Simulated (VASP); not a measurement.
Band structure of EuS (rock salt). Computed with PBE GGA, VASP's PBE PAW potentials (set 64) (plane waves; VASP 6.6.1).

The 4f electrons are frozen in the core of the lanthanide potential, so 4f levels, which can set the real gap, and their magnetism are missing.

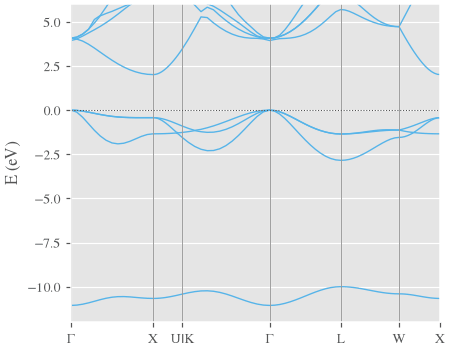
Bands along high-symmetry lines, zero at the valence-band maximum or, without a gap, the Fermi level

Q: Read the plot: is there a gap, and where are the band edges?

A: The gap is indirect, 2.01 eV, from the valence maximum at Γ to the conduction minimum at X. (Edges off the drawn lines would not show.)

The compound is EuS in the rock salt structure. It was relaxed first.
